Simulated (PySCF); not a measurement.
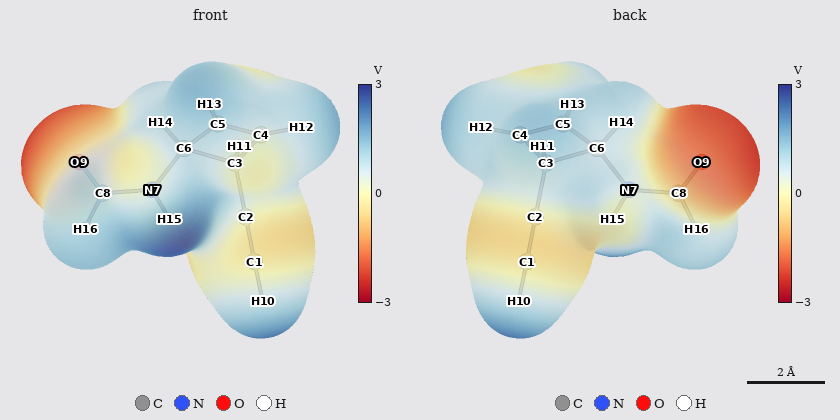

Figure 1: C7H7NO. The molecular electrostatic potential painted on the density surface at 0.004 e/bohr³, seen from the front and from behind; the colour scale runs from red (negative) to blue (positive).

Geometry: GFN2-xTB.

Computed with PySCF, CAM-B3LYP/def2-SVPD, SCF density, gas phase.

```yaml
atoms:
  - { symbol: C, position_ang: [2.1700, -1.6029, -0.6739] }
  - { symbol: C, position_ang: [1.6332, -0.5359, -0.5872] }
  - { symbol: C, position_ang: [0.9650, 0.7300, -0.4238] }
  - { symbol: C, position_ang: [1.1842, 1.4039, 0.9148] }
  - { symbol: C, position_ang: [-0.0808, 1.2905, 1.3036] }
  - { symbol: C, position_ang: [-0.5433, 0.6410, 0.0216] }
  - { symbol: N, position_ang: [-1.1164, -0.6711, 0.1096] }
  - { symbol: C, position_ang: [-2.2453, -1.0101, -0.5423] }
  - { symbol: O, position_ang: [-2.9208, -0.2624, -1.2024] }
  - { symbol: H, position_ang: [2.6607, -2.5237, -0.7820] }
  - { symbol: H, position_ang: [1.1378, 1.3608, -1.2994] }
  - { symbol: H, position_ang: [2.0750, 1.8194, 1.3470] }
  - { symbol: H, position_ang: [-0.6256, 1.5711, 2.1856] }
  - { symbol: H, position_ang: [-1.2221, 1.2447, -0.5858] }
  - { symbol: H, position_ang: [-0.5760, -1.3717, 0.5927] }
  - { symbol: H, position_ang: [-2.5031, -2.0746, -0.3895] }
```

Q: Describe the electrostatic potential map.

A: The most negative region (about −2.3 V) lies over O9, the most positive (about +2.7 V) over H15. O9 is the likeliest acceptor of a hydrogen bond.
